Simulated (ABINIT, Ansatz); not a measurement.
# Quasiparticle gap of GaCuSe2 (I-42d) in ABINIT

How does a plane-wave GW calculation on GaCuSe2 (I-42d) run from the first input to the gap?

Method: PBE and many-body steps on it, plane waves, in ABINIT 10.8.3.

**The experiments to reproduce.**

- Gap 1.7 eV: thermal gap from Hall coefficient in intrinsic region, perpendicular to c; temperature-dependent Hall effect; bulk crystal (n-type Bridgman-grown single crystal) (“Growth and anisotropy of transport properties of CuGaSe2 single crystals”, 2018, pmc:6251020).

- Gap 1.72 eV: thermal gap from intrinsic conductivity perpendicular to c, 380-530 K; temperature-dependent electrical conductivity; bulk crystal (n-type Bridgman-grown single crystal) (“Growth and anisotropy of transport properties of CuGaSe2 single crystals”, 2018, pmc:6251020).

In doubt: a PseudoDojo file used here is known to give poor structures and forces, which bears on pressures, cells, forces and phonons.

**1. The starting structure**

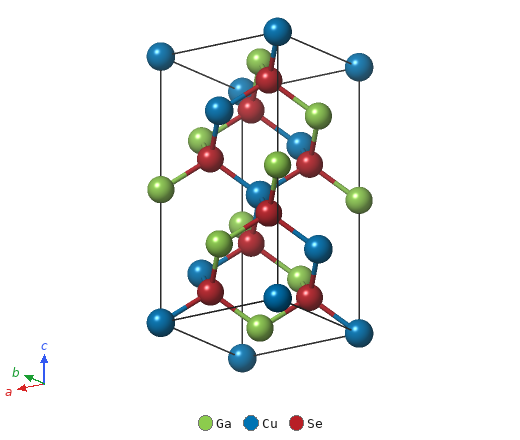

The cell as given, from a free direction (gallium green, copper blue, selenium red). This picture shows the conventional cell, with its axes. Bonds to atoms that aren't drawn are left out. Some periodic images of atoms are drawn too.

The cell and positions come from the Crystallography Open Database and are kept as given unless a step says otherwise.

**2. Ground state**

This step: ABINIT 10.8.3; DFT, PBE, plane waves, norm-conserving pseudopotentials.

The ground-state density comes first.

The input, run.abi:

```
acell 3*1.0 Angstrom
rprim 
  -2.809550000000 2.809550000000 5.513000000000
  2.809550000000 -2.809550000000 5.513000000000
  2.809550000000 2.809550000000 -5.513000000000
ntypat 3
znucl 31 29 34
natom 8
typat 1 1 2 2 3 3 3 3
xred 
  0.500000000000 0.500000000000 0.000000000000
  0.250000000000 0.750000000000 0.500000000000
  0.000000000000 0.000000000000 0.000000000000
  0.750000000000 0.250000000000 0.500000000000
  0.375000000000 0.375620000000 0.500620000000
  0.624380000000 0.125000000000 0.999380000000
  0.875000000000 0.874380000000 0.499380000000
  0.125620000000 0.625000000000 0.000620000000
pp_dirpath "pseudos"
pseudos "Ga.upf, Cu.upf, Se.upf"
ecut 50
ngkpt 4 4 4
nshiftk 1
shiftk 0 0 0
kptopt 1
chksymbreak 0
nband 96
occopt 1
tolvrs 1e-08
nstep 60
prtwf 0
optforces 0
optstress 0
indata_prefix "in"
outdata_prefix "out"
tmpdata_prefix "tmp"
```

Started as:

```
$ OMP_NUM_THREADS=1 mpirun -n 13 abinit run.abi > log
```

Numbers of over 12 decimals in the logs are rounded to 6 here.

The program printed:

```text
.Version 10.8.3 of ABINIT. v10.8.2 released Aug 2026.

 Symmetries : space group I-4 2 d (#122); Bravais tI (body-center tetrag.)
================================================================================
 Values of the parameters that define the memory need of the present run
     intxc =       0    ionmov =       0      iscf =       7    lmnmax =       6
     lnmax =       6     mgfft =      90  mpssoang =       3    mqgrid =    3012
     natom =       8  nloc_mem =       1    nspden =       1   nspinor =       1
    nsppol =       1      nsym =       8    n1xccc =    2501    ntypat =       3
    occopt =       1   xclevel =       2
-    mband =          96        mffmem =           1         mkmem =           1
       mpw =       19872          nfft =      729000          nkpt =          13
================================================================================
  Rough estimation (10% accuracy) of disk space for files :
================================================================================

--------------------------------------------------------------------------------
------------- Echo of variables that govern the present computation ------------
--------------------------------------------------------------------------------
 -outvars: echo values of preprocessed input variables --------
            acell      1.8897261259E+00  1.8897261259E+00  1.8897261259E+00 Bohr

      chksymbreak           0
             ecut      5.00000000E+01 Hartree
-          fftalg         312

              ixc     -101130
              kpt      0.00000000E+00  0.00000000E+00  0.00000000E+00
                       2.50000000E-01  0.00000000E+00  0.00000000E+00
                       5.00000000E-01  0.00000000E+00  0.00000000E+00
                       2.50000000E-01  2.50000000E-01  0.00000000E+00
                       5.00000000E-01  2.50000000E-01  0.00000000E+00
                      -2.50000000E-01  2.50000000E-01  0.00000000E+00
                       5.00000000E-01  5.00000000E-01  0.00000000E+00
                       2.50000000E-01  2.50000000E-01  2.50000000E-01
                      -2.50000000E-01  2.50000000E-01  2.50000000E-01
                       5.00000000E-01  5.00000000E-01  2.50000000E-01
                      -2.50000000E-01  5.00000000E-01  2.50000000E-01
[...]
kptrlatt        4    0    0      0    4    0      0    0    4
          kptrlen      4.24742403E+01
P           mkmem           1
            natom           8
            nband          96
            ngfft          90      90      90
             nkpt          13
            nstep          60
             nsym           8
           ntypat           3
              occ      2.000000  2.000000  2.000000  2.000000  2.000000  2.000000
                       2.000000  2.000000  2.000000  2.000000  2.000000  2.000000
                       2.000000  2.000000  2.000000  2.000000  2.000000  2.000000
                       2.000000  2.000000  2.000000  2.000000  2.000000  2.000000
                       2.000000  2.000000  2.000000  2.000000  2.000000  2.000000
                       2.000000  2.000000  2.000000  2.000000  2.000000  2.000000
                       2.000000  2.000000  2.000000  2.000000  2.000000  2.000000
                       2.000000  2.000000  2.000000  2.000000  2.000000  2.000000
                       2.000000  2.000000  2.000000  2.000000  2.000000  2.000000
   [... 5 further rows ...]
                       2.000000  2.000000  2.000000  2.000000  0.000000  0.000000
                       0.000000  0.000000  0.000000  0.000000  0.000000  0.000000
        optforces           0
        optstress           0
            prtwf           0
            rprim     -2.8095500000E+00  2.8095500000E+00  5.5130000000E+00
[...]
spgroup         122

           tolvrs      1.00000000E-08

             xred      5.0000000000E-01  5.0000000000E-01 -1.5424872905E-17
[...]
znucl       31.00000   29.00000   34.00000

================================================================================

 chkinp: Checking input parameters for consistency.

================================================================================
== DATASET  1 ==================================================================
-   mpi_nproc: 13, omp_nthreads: 1 (-1 if OMP is not activated)

--- !DatasetInfo
iteration_state: {dtset: 1, }
dimensions: {natom: 8, nkpt: 13, mband: 96, nsppol: 1, nspinor: 1, nspden: 1, mpw: 19872, }
cutoff_energies: {ecut:  50.0, pawecutdg:  -1.0, }
electrons: {nelect:   1.76000000E+02, charge:   0.00000000E+00, occopt:   1.00000000E+00, tsmear:   1.00000000E-02, }

 Real(R)+Recip(G) space primitive vectors, cartesian coordinates (Bohr,Bohr^-1):
 R(1)= -5.3092800  5.3092800 10.4180601  G(1)=  0.0000000  0.0941747  0.0479936
 R(2)=  5.3092800 -5.3092800 10.4180601  G(2)=  0.0941747  0.0000000  0.0479936
 R(3)=  5.3092800  5.3092800-10.4180601  G(3)=  0.0941747  0.0941747  0.0000000
 Unit cell volume ucvol=  1.1746761E+03 bohr^3
 Angles (23,13,12)=  1.31158269E+02  1.31158269E+02  7.15617425E+01 degrees

 getcut: wavevector=  0.0000  0.0000  0.0000  ngfft=  90  90  90
         ecut(hartree)=     50.000   => boxcut(ratio)=   2.20209

 getcut : COMMENT -
[...]
iteration_state: {dtset: 1, }
solver: {iscf: 7, nstep: 60, nline: 4, wfoptalg: 0, }
tolerances: {tolvrs: 1.00E-08, }

     iter   Etot(hartree)      deltaE(h)  residm     vres2
 ETOT  1  -2188.2265058240    -2.188E+03 1.673E+00 4.728E+05
 ETOT  2  -2190.6502316019    -2.424E+00 9.959E-01 9.172E+05
 ETOT  3  -2228.8960045672    -3.825E+01 1.717E-01 1.457E+05
 ETOT  4  -2233.6700529035    -4.774E+00 5.106E-02 6.137E+04
 ETOT  5  -2234.6492124898    -9.792E-01 2.101E-02 3.710E+04
 ETOT  6  -2235.3777212193    -7.285E-01 2.660E-02 2.150E+04
 ETOT  7  -2235.9324279961    -5.547E-01 5.531E-03 1.007E+04
 ETOT  8  -2236.0895121639    -1.571E-01 1.099E-03 6.798E+03
 ETOT  9  -2236.3339484524    -2.444E-01 1.324E-03 1.919E+03
 ETOT 10  -2236.4190305188    -8.508E-02 2.506E-03 2.470E+02
[...]
ETOT 18  -2236.4335777427    -1.567E-07 8.522E-05 6.275E-05
 ETOT 19  -2236.4335777465    -3.808E-09 6.129E-05 9.757E-06
 ETOT 20  -2236.4335777472    -6.207E-10 3.923E-05 1.695E-07
 ETOT 21  -2236.4335777473    -9.550E-11 2.703E-05 5.573E-08
 ETOT 22  -2236.4335777471     1.705E-10 1.840E-05 2.724E-09

 At SCF step   22       vres2   =  2.72E-09 < tolvrs=  1.00E-08 =>converged.

--- !ResultsGS
iteration_state: {dtset: 1, }
comment   : Summary of ground state results
lattice_vectors:
- [ -5.3092800,   5.3092800,  10.4180601, ]
- [  5.3092800,  -5.3092800,  10.4180601, ]
- [  5.3092800,   5.3092800, -10.4180601, ]
lattice_lengths: [  12.84184,   12.84184,   12.84184, ]
lattice_angles: [131.158, 131.158,  71.562, ] # degrees, (23, 13, 12)
lattice_volume:   1.1746761E+03
convergence: {deltae:  1.705E-10, res2:  2.724E-09, residm:  1.840E-05, diffor:  0.000E+00, }
etotal    :  -2.23643358E+03
entropy   :   0.00000000E+00
fermie    :   2.13258994E-01
cartesian_stress_tensor: null
pressure_GPa: null
xred      :
- [  5.0000E-01,   5.0000E-01,  -1.5425E-17, Ga]
- [  2.5000E-01,   7.5000E-01,   5.0000E-01, Ga]
- [  0.0000E+00,   0.0000E+00,   0.0000E+00, Cu]
- [  7.5000E-01,   2.5000E-01,   5.0000E-01, Cu]
- [  3.7500E-01,   3.7562E-01,   5.0062E-01, Se]
- [  6.2438E-01,   1.2500E-01,   9.9938E-01, Se]
- [  8.7500E-01,   8.7438E-01,   4.9938E-01, Se]
- [  1.2562E-01,   6.2500E-01,   6.2000E-04, Se]
cartesian_forces: null
force_length_stats: {min: null, max: null, mean: null, }

 Integrated electronic density in atomic spheres:
 ------------------------------------------------
 Atom  Sphere_radius  Integrated_density
[...]
================================================================================

 ----iterations are completed or convergence reached----

 Mean square residual over all n,k,spin=   27.565E-09; max=  18.401E-06
 reduced coordinates (array xred) for    8 atoms
[...]
0.750000000000      0.250000000000      0.500000000000
       0.375000000000      0.375620000000      0.500620000000
       0.624380000000      0.125000000000      0.999380000000
       0.875000000000      0.874380000000      0.499380000000
       0.125620000000      0.625000000000      0.000620000000
 rms dE/dt=  0.0000E+00; max dE/dt=  0.0000E+00; dE/dt below (all hartree)
    1       0.000000000000      0.000000000000      0.000000000000
    2       0.000000000000      0.000000000000      0.000000000000
    3       0.000000000000      0.000000000000      0.000000000000
    4       0.000000000000      0.000000000000      0.000000000000
    5       0.000000000000      0.000000000000      0.000000000000
    6       0.000000000000      0.000000000000      0.000000000000
    7       0.000000000000      0.000000000000      0.000000000000
    8       0.000000000000      0.000000000000      0.000000000000

 cartesian coordinates (angstrom) at end:
    1     -0.000000    -0.000000     5.513000
    2      2.809550     0.000000     2.756500
    3      0.000000     0.000000     0.000000
    4      0.000000     2.809550     2.756500
    5      1.408259     1.404775     1.378250
    6      1.404775     4.210841    -1.378250
    7      1.401291     1.404775     6.891250
    8      1.404775    -1.401291     4.134750
 length scales=  1.889726125908  1.889726125908  1.889726125908 bohr
              =  1.000000000000  1.000000000000  1.000000000000 angstroms
 prteigrs : about to open file out_EIG
 Fermi (or HOMO) energy (hartree) =   0.21326   Average Vxc (hartree)=  -0.37166
 Eigenvalues (hartree) for nkpt=  13  k points:
 kpt#   1, nband= 96, wtk=  0.01563, kpt=  0.0000  0.0000  0.0000 (reduced coord)
  -7.44547   -7.44547   -7.44547   -7.44547   -5.22309   -5.22309   -5.22309   -5.22309
  -5.22147   -5.22147   -5.22147   -5.22147   -5.21917   -5.21917   -5.21917   -5.21917
  -5.09162   -5.09162   -3.89174   -3.89174   -3.28064   -3.28064   -3.28063   -3.28063
  -3.28044   -3.28043   -2.32747   -2.32746   -2.32671   -2.32671   -2.32671   -2.32671
  -1.55478   -1.55478   -1.55478   -1.55478   -1.55464   -1.55463   -1.55462   -1.55462
  -1.55231   -1.55230   -1.55230   -1.55230   -1.55096   -1.55096   -1.55095   -1.55095
  -1.55046   -1.55045   -1.55045   -1.55045   -0.36069   -0.36069   -0.36065   -0.35492
  -0.35437   -0.35437   -0.35275   -0.35252   -0.35239   -0.35197   -0.32507   -0.26535
  -0.26535   -0.26466   -0.07235   -0.02006    0.03015    0.04244    0.04309    0.05400
   0.05400    0.08329    0.08329    0.09626    0.09626    0.09852    0.13714    0.13821
   0.14178    0.15179    0.15330    0.15330    0.15715    0.20857    0.20857    0.21326
   0.22150    0.28313    0.29665    0.35963    0.35963    0.37247    0.38819    0.39059
 prteigrs : prtvol=0 or 1, do not print more k-points.

--- !EnergyTerms
iteration_state     : {dtset: 1, }
comment             : Components of total free energy in Hartree
kinetic             :  1.01115197299770E+03
hartree             :  9.41066688914033E+02
xc                  : -2.15465591500535E+02
Ewald energy        : -9.94571229989776E+02
psp_core            :  2.79082573290155E+01
local_psp           : -2.46860264503463E+03
non_local_psp       : -5.37921030462889E+02
total_energy        : -2.23643357774709E+03
total_energy_eV     : -6.08564578975571E+04
band_energy         : -3.55133231922571E+02

== END DATASET(S) ==============================================================
================================================================================

 -outvars: echo values of variables after computation  --------
           etotal     -2.2364335777E+03
            nband          96
             nkpt          13
          spgroup         122
 [... the other variables as echoed above ...]

 Calculation completed.
```

Wall time 6.4 min (13 MPI ranks of Arm Neoverse V1, shared host); peak memory 4.2 GiB; 83 min of CPU time.

This step gave:

```
total energy               : -60856.4579 eV
gap                        : 0.2242 eV
k of the valence top       : 0, 0, 0
k of the conduction bottom : 0, 0, 0
least direct gap           : 0.2242 eV
```

The gap is direct, at Γ.

[end of part 1 of 3]

[Paths, hosts, dates, memory and timing lines, banners, echoed tables and standing remarks are left out of the program output.]

[Logs are printed without paths, hosts, clocks, repeated set-up lines and the standing remarks that a program may print on its own settings, such as how far it seeks lower states.]

[Runs of the session that timed out or met a known fault of the program may be left out.]

[Hosts, paths, dates, database ids (printed as entryN), source tags and the programs' standing remarks are cut or masked in the printed files.]

[G0W0 gaps are taken among the corrected bands and points alone; a level outside them can change the order at an edge.]

[Where Ansatz stands beside ABINIT at settings called matched, ABINIT's density can come from a denser mesh and the files from another edition; pairs whose starting gaps differed by over 0.03 eV were left out, so agreement reads better than it is.]
